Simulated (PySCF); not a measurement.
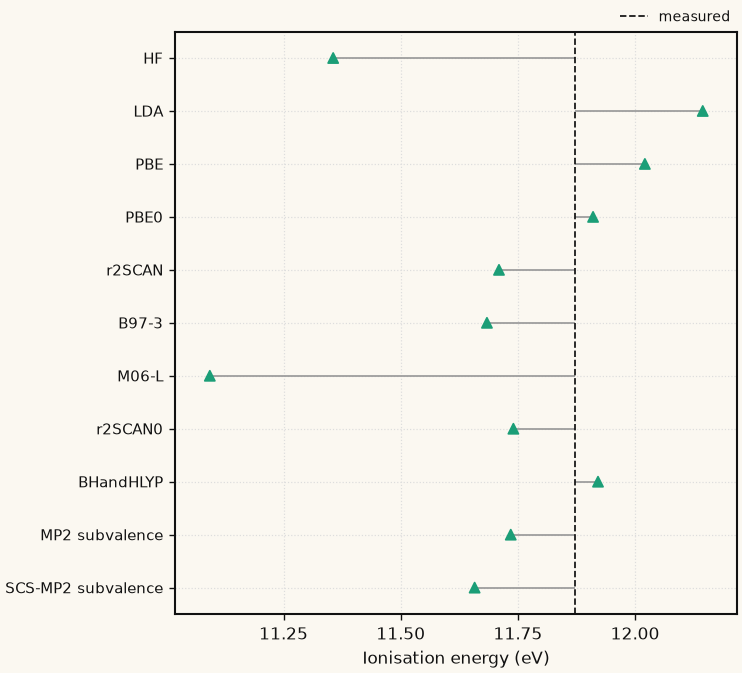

The ionisation energy of Ca⁺ ([Ar] 4s → [Ar]) across levels of theory. PySCF, ANO-RCC-VTZP, spin-free X2C-1e, unrestricted single determinants, no spin-orbit coupling. Methods marked “subvalence” freeze 10 core electrons.

Summarise the spread and list the values.

The values run from 11.09 eV (M06-L) to 12.14 eV (LDA). The measured value is 11.87 eV; nearest to it come PBE0 (+0.04) and BHandHLYP (+0.05), furthest M06-L (−0.78 eV).

```tsv
Method	Ionisation energy (eV)
HF	11.36
LDA	12.14
PBE	12.02
PBE0	11.91
r2SCAN	11.71
B97-3	11.68
M06-L	11.09
r2SCAN0	11.74
BHandHLYP	11.92
MP2 subvalence	11.73
SCS-MP2 subvalence	11.66
```
